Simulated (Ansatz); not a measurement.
Take MgSe in the rock salt structure (space group Fm-3m, No. 225; a = 5.508 Å) as the base.

Now apply this change: every lattice vector is shortened by 4.33 %, atoms relaxed at fixed cell.

The values are results of Ansatz (a quantum-chemistry and plane-wave program) PBE, without spin-orbit coupling, earlier PAW set, not measurements.

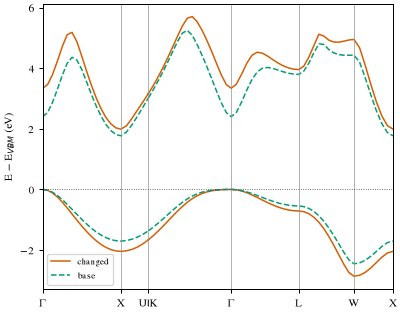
*Highest valence and lowest conduction band along the path, each from its own valence-band maximum*

**Question.** From the figure, how large is the changed gap, and is it direct?

**Answer.** About 2.0 eV, indirect, Γ → X.

The cells carry an imposed strain or load. Whether these cells are dynamically stable was not tested.
